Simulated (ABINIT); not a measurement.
# A GW chain in ABINIT: CdSe (F-43m)

How does a plane-wave GW calculation on CdSe (F-43m) run from the first input to the gap?

Main program and level: ABINIT 10.8.3; PBE and many-body steps on it, plane waves.

**What was measured.**

- Gap 1.69 ± 0.02 eV: direct gap from (alpha E)^2 extrapolation; spectroscopic ellipsometry; 300 K; film (fully relaxed MBE film, 304 nm) on GaAs(100) (“Band gap bowing of binary alloys: Experimental results compared to theoretical tight-binding supercell calculations for CdZnSe”, 2010, arxiv:1007.2297).

**1. The starting structure**

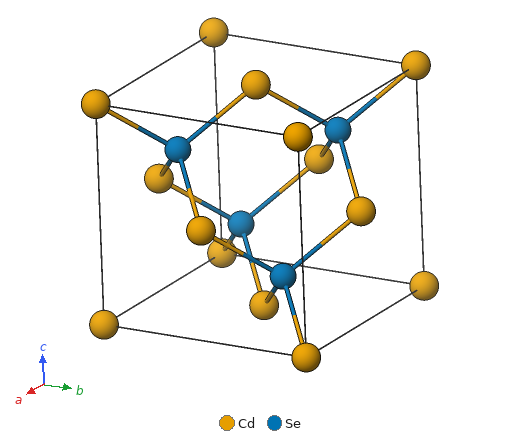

The cell as given, slightly off an axis (cadmium orange, selenium blue). This picture shows the conventional cell, with its axes. Bonds to atoms that aren't drawn are left out. Some periodic images of atoms are drawn too.

As a file:

```cif
data_structure
_symmetry_space_group_name_H-M 'F-43m'
_symmetry_Int_Tables_number 216
_cell_length_a 6.1405
_cell_length_b 6.1405
_cell_length_c 6.1405
_cell_angle_alpha 90.000
_cell_angle_beta 90.000
_cell_angle_gamma 90.000
_cell_volume 231.54
loop_
_atom_site_label
_atom_site_type_symbol
_atom_site_symmetry_multiplicity
_atom_site_Wyckoff_symbol
_atom_site_fract_x
_atom_site_fract_y
_atom_site_fract_z
_atom_site_occupancy
Cd1 Cd 4 a 0.00000 0.00000 0.00000 1
Se1 Se 4 c 0.25000 0.25000 0.25000 1
```

The cell and positions are those that the Materials Project relaxed with its own functionals (PBE, PBE+U or r2SCAN), kept fixed.

**2. Ground state**

This step: ABINIT 10.8.3; DFT, PBE, plane waves, norm-conserving pseudopotentials.

The ground-state density comes first.

Contents of run.abi:

```
acell 3*1.0 Angstrom
rprim 
  -0.000000000000 3.070271198600 3.070271198600
  3.070271198600 -0.000000000000 3.070271198600
  3.070271198600 3.070271198600 -0.000000000000
ntypat 2
znucl 48 34
natom 2
typat 1 2
xred 
  0.000000000000 0.000000000000 0.000000000000
  0.750000000000 0.750000000000 0.750000000000
pp_dirpath "pseudos"
pseudos "Cd.upf, Se.upf"
ecut 48
ngkpt 6 6 6
nshiftk 1
shiftk 0 0 0
kptopt 1
chksymbreak 0
nband 27
occopt 1
tolvrs 1e-10
nstep 60
prtwf 0
indata_prefix "in"
outdata_prefix "out"
tmpdata_prefix "tmp"
```

Started as:

```sh
> OMP_NUM_THREADS=1 mpirun -n 4 abinit run.abi > log
```

Numbers of over 12 decimals in the logs are rounded to 6 here.

Output:

```text
.Version 10.8.3 of ABINIT. v10.8.2 released Aug 2026.

 Symmetries : space group F-4 3 m (#216); Bravais cF (face-center cubic)
================================================================================
 Values of the parameters that define the memory need of the present run
     intxc =       0    ionmov =       0      iscf =       7    lmnmax =       6
     lnmax =       6     mgfft =      54  mpssoang =       3    mqgrid =    3001
     natom =       2  nloc_mem =       1    nspden =       1   nspinor =       1
    nsppol =       1      nsym =      24    n1xccc =    2501    ntypat =       2
    occopt =       1   xclevel =       2
-    mband =          27        mffmem =           1         mkmem =           4
       mpw =        6233          nfft =      157464          nkpt =          16
================================================================================
  Rough estimation (10% accuracy) of disk space for files :
================================================================================

--------------------------------------------------------------------------------
------------- Echo of variables that govern the present computation ------------
--------------------------------------------------------------------------------
 -outvars: echo values of preprocessed input variables --------
            acell      1.8897261259E+00  1.8897261259E+00  1.8897261259E+00 Bohr

      chksymbreak           0
             ecut      4.80000000E+01 Hartree
-          fftalg         312

              ixc     -101130
              kpt      0.00000000E+00  0.00000000E+00  0.00000000E+00
                       1.66666667E-01  0.00000000E+00  0.00000000E+00
                       3.33333333E-01  0.00000000E+00  0.00000000E+00
                       5.00000000E-01  0.00000000E+00  0.00000000E+00
                       1.66666667E-01  1.66666667E-01  0.00000000E+00
                       3.33333333E-01  1.66666667E-01  0.00000000E+00
                       5.00000000E-01  1.66666667E-01  0.00000000E+00
                      -3.33333333E-01  1.66666667E-01  0.00000000E+00
                      -1.66666667E-01  1.66666667E-01  0.00000000E+00
   [... 5 further rows ...]
                      -3.33333333E-01  3.33333333E-01  1.66666667E-01
                      -3.33333333E-01  5.00000000E-01  1.66666667E-01
         kptrlatt        6    0    0      0    6    0      0    0    6
          kptrlen      4.92313624E+01
P           mkmem           4
            natom           2
            nband          27
            ngfft          54      54      54
             nkpt          16
            nstep          60
             nsym          24
           ntypat           2
              occ      2.000000  2.000000  2.000000  2.000000  2.000000  2.000000
                       2.000000  2.000000  2.000000  2.000000  2.000000  2.000000
                       2.000000  2.000000  2.000000  2.000000  2.000000  2.000000
                       2.000000  2.000000  2.000000  2.000000  0.000000  0.000000
[...]
prtwf           0
            rprim     -0.0000000000E+00  3.0702711986E+00  3.0702711986E+00
[...]
spgroup         216

           tolvrs      1.00000000E-10

             xred      0.0000000000E+00  0.0000000000E+00  0.0000000000E+00
[...]
znucl       48.00000   34.00000

================================================================================

 chkinp: Checking input parameters for consistency.

================================================================================
== DATASET  1 ==================================================================
-   mpi_nproc: 4, omp_nthreads: 1 (-1 if OMP is not activated)

--- !DatasetInfo
iteration_state: {dtset: 1, }
dimensions: {natom: 2, nkpt: 16, mband: 27, nsppol: 1, nspinor: 1, nspden: 1, mpw: 6233, }
cutoff_energies: {ecut:  48.0, pawecutdg:  -1.0, }
electrons: {nelect:   4.40000000E+01, charge:   0.00000000E+00, occopt:   1.00000000E+00, tsmear:   1.00000000E-02, }

 Real(R)+Recip(G) space primitive vectors, cartesian coordinates (Bohr,Bohr^-1):
 R(1)=  0.0000000  5.8019717  5.8019717  G(1)= -0.0861776  0.0861776  0.0861776
 R(2)=  5.8019717  0.0000000  5.8019717  G(2)=  0.0861776 -0.0861776  0.0861776
 R(3)=  5.8019717  5.8019717  0.0000000  G(3)=  0.0861776  0.0861776 -0.0861776
 Unit cell volume ucvol=  3.9062210E+02 bohr^3
 Angles (23,13,12)=  6.00000000E+01  6.00000000E+01  6.00000000E+01 degrees

 getcut: wavevector=  0.0000  0.0000  0.0000  ngfft=  54  54  54
         ecut(hartree)=     48.000   => boxcut(ratio)=   2.11089

--- Pseudopotential description ------------------------------------------------
- Cd Generated using ONCVPSP code by D. R. Hamann
- 48.00000  20.00000  171031                  znucl, zion, pspdat
12 -101130 2 -1 1368                          pspcod,pspxc,lmax,lloc,mmax
     nproj     2     2     2
  pspatm : epsatm=   19.67729986
         --- l  ekb(1:nproj) -->
[...]
pspatm: atomic psp has been read  and splines computed

- Se Generated using ONCVPSP code by D. R. Hamann
- 34.00000  24.00000  171031                  znucl, zion, pspdat
12 -101130 2 -1 1214                          pspcod,pspxc,lmax,lloc,mmax
     nproj     2     2     2
  pspatm : epsatm=   25.39064422
         --- l  ekb(1:nproj) -->
[...]
pspatm: atomic psp has been read  and splines computed

   1.98298954E+03                                ecore*ucvol(ha*bohr**3)
--------------------------------------------------------------------------------

_setup2: Arith. and geom. avg. npw (full set) are    6205.468    6205.452

================================================================================

--- !BeginCycle
iteration_state: {dtset: 1, }
solver: {iscf: 7, nstep: 60, nline: 4, wfoptalg: 0, }
tolerances: {tolvrs: 1.00E-10, }

     iter   Etot(hartree)      deltaE(h)  residm     vres2
 ETOT  1  -512.09799868822    -5.121E+02 1.832E+00 4.803E+02
 ETOT  2  -513.43726474098    -1.339E+00 2.032E-02 3.017E+02
 ETOT  3  -513.47097606435    -3.371E-02 9.883E-04 1.140E+01
 ETOT  4  -513.47142403770    -4.480E-04 1.576E-04 3.720E+00
 ETOT  5  -513.47170863122    -2.846E-04 5.436E-05 8.122E-02
 ETOT  6  -513.47171616764    -7.536E-06 3.715E-05 7.719E-03
 ETOT  7  -513.47171642557    -2.579E-07 1.358E-05 4.974E-03
 ETOT  8  -513.47171677574    -3.502E-07 9.369E-06 1.597E-04
 ETOT  9  -513.47171679327    -1.753E-08 3.360E-06 1.031E-05
 ETOT 10  -513.47171679418    -9.139E-10 2.356E-06 1.773E-08
 ETOT 11  -513.47171679417     8.868E-12 8.456E-07 1.776E-09
 ETOT 12  -513.47171679415     1.694E-11 5.984E-07 2.181E-10
 ETOT 13  -513.47171679417    -1.580E-11 2.135E-07 4.150E-12

 At SCF step   13       vres2   =  4.15E-12 < tolvrs=  1.00E-10 =>converged.

 Cartesian components of stress tensor (hartree/bohr^3)
  sigma(1 1)=  6.36224953E-05  sigma(3 2)=  0.00000000E+00
  sigma(2 2)=  6.36224953E-05  sigma(3 1)=  0.00000000E+00
  sigma(3 3)=  6.36224953E-05  sigma(2 1)=  0.00000000E+00

--- !ResultsGS
iteration_state: {dtset: 1, }
comment   : Summary of ground state results
lattice_vectors:
- [ -0.0000000,   5.8019717,   5.8019717, ]
- [  5.8019717,  -0.0000000,   5.8019717, ]
- [  5.8019717,   5.8019717,  -0.0000000, ]
lattice_lengths: [   8.20523,    8.20523,    8.20523, ]
lattice_angles: [ 60.000,  60.000,  60.000, ] # degrees, (23, 13, 12)
lattice_volume:   3.9062210E+02
convergence: {deltae: -1.580E-11, res2:  4.150E-12, residm:  2.135E-07, diffor: null, }
etotal    :  -5.13471717E+02
entropy   :   0.00000000E+00
fermie    :   1.66673775E-01
cartesian_stress_tensor: # hartree/bohr^3
- [  6.36224953E-05,   0.00000000E+00,   0.00000000E+00, ]
- [  0.00000000E+00,   6.36224953E-05,   0.00000000E+00, ]
- [  0.00000000E+00,   0.00000000E+00,   6.36224953E-05, ]
pressure_GPa:  -1.8718E+00
xred      :
- [  0.0000E+00,   0.0000E+00,   0.0000E+00, Cd]
- [  7.5000E-01,   7.5000E-01,   7.5000E-01, Se]
cartesian_forces: # hartree/bohr
- [ -0.00000000E+00,  -0.00000000E+00,  -0.00000000E+00, ]
- [ -0.00000000E+00,  -0.00000000E+00,  -0.00000000E+00, ]
force_length_stats: {min:   0.00000000E+00, max:   0.00000000E+00, mean:   0.00000000E+00, }

 Integrated electronic density in atomic spheres:
 ------------------------------------------------
 Atom  Sphere_radius  Integrated_density
    1        2.00000         17.17162923
    2        2.00000         21.23608805
================================================================================

 ----iterations are completed or convergence reached----

 Mean square residual over all n,k,spin=   49.635E-11; max=  21.347E-08
 reduced coordinates (array xred) for    2 atoms
       0.000000000000      0.000000000000      0.000000000000
       0.750000000000      0.750000000000      0.750000000000
 rms dE/dt=  0.0000E+00; max dE/dt=  0.0000E+00; dE/dt below (all hartree)
    1       0.000000000000      0.000000000000      0.000000000000
    2       0.000000000000      0.000000000000      0.000000000000

 cartesian coordinates (angstrom) at end:
    1      0.000000     0.000000     0.000000
    2      4.605407     4.605407     4.605407

 cartesian forces (hartree/bohr) at end:
    1     -0.000000    -0.000000    -0.000000
    2     -0.000000    -0.000000    -0.000000
 frms,max,avg= 0.0000000E+00 0.0000000E+00   0.000E+00  0.000E+00  0.000E+00 h/b

 cartesian forces (eV/Angstrom) at end:
    1     -0.000000    -0.000000    -0.000000
    2     -0.000000    -0.000000    -0.000000
 frms,max,avg= 0.0000000E+00 0.0000000E+00   0.000E+00  0.000E+00  0.000E+00 e/A
 length scales=  1.889726125908  1.889726125908  1.889726125908 bohr
              =  1.000000000000  1.000000000000  1.000000000000 angstroms
 prteigrs : about to open file out_EIG
 Fermi (or HOMO) energy (hartree) =   0.16667   Average Vxc (hartree)=  -0.33769
 Eigenvalues (hartree) for nkpt=  16  k points:
 kpt#   1, nband= 27, wtk=  0.00463, kpt=  0.0000  0.0000  0.0000 (reduced coord)
  -7.44022   -5.21570   -5.21570   -5.21570   -3.56872   -2.13724   -2.13724   -2.13724
  -1.54673   -1.54673   -1.54673   -1.54661   -1.54661   -0.29035   -0.12155   -0.12155
  -0.12155   -0.10894   -0.10894    0.16667    0.16667    0.16667    0.18678    0.38514
   0.38514    0.38514    0.52216
 prteigrs : prtvol=0 or 1, do not print more k-points.

--- !EnergyTerms
iteration_state     : {dtset: 1, }
comment             : Components of total free energy in Hartree
kinetic             :  2.08049206662625E+02
hartree             :  2.11626225362383E+02
xc                  : -5.30301181629773E+01
Ewald energy        : -2.25987138032594E+02
psp_core            :  5.07649087411578E+00
local_psp           : -5.82864782280717E+02
non_local_psp       : -7.63416012170054E+01
total_energy        : -5.13471716794170E+02
total_energy_eV     : -1.39722772120731E+04
band_energy         : -8.27142593861161E+01

 Cartesian components of stress tensor (hartree/bohr^3)
  sigma(1 1)=  6.36224953E-05  sigma(3 2)=  0.00000000E+00
  sigma(2 2)=  6.36224953E-05  sigma(3 1)=  0.00000000E+00
  sigma(3 3)=  6.36224953E-05  sigma(2 1)=  0.00000000E+00

-Cartesian components of stress tensor (GPa)         [Pressure= -1.8718E+00 GPa]
- sigma(1 1)=  1.87183844E+00  sigma(3 2)=  0.00000000E+00
- sigma(2 2)=  1.87183844E+00  sigma(3 1)=  0.00000000E+00
- sigma(3 3)=  1.87183844E+00  sigma(2 1)=  0.00000000E+00

== END DATASET(S) ==============================================================
================================================================================

 -outvars: echo values of variables after computation  --------
           etotal     -5.1347171679E+02
            nband          27
             nkpt          16
          spgroup         216
 [... the other variables as echoed above ...]

 Calculation completed.
```

The job ended after 38 s (4 MPI ranks of Arm Neoverse V1, shared host; peak memory 0.41 GiB).

This step gave:

| Property | Result |
| --- | --- |
| total energy | -13972.2772 eV |
| gap | 0.5472 eV |
| k of the valence top | 0, 0, 0 |
| k of the conduction bottom | 0, 0, 0 |
| least direct gap | 0.5472 eV |
| pressure | -1.872 GPa |

The gap is direct, at Γ.

The cutoff was set for levels, not for stress, so the pressure can be off by some GPa.

(Continued in part 2 of 3.)

[Paths, hosts, dates, memory and timing lines, banners, echoed tables and standing remarks are left out of the program output.]

[Logs are printed without paths, hosts, clocks, repeated set-up lines and the standing remarks that a program may print on its own settings, such as how far it seeks lower states.]

[Runs of the session that timed out or met a known fault of the program may be left out.]

[Hosts, paths, dates, database ids (printed as entryN), source tags and the programs' standing remarks are cut or masked in the printed files.]

[G0W0 gaps are taken among the corrected bands and points alone; a level outside them can change the order at an edge.]

[Where Ansatz stands beside ABINIT at settings called matched, ABINIT's density can come from a denser mesh and the files from another edition; pairs whose starting gaps differed by over 0.03 eV were left out, so agreement reads better than it is.]
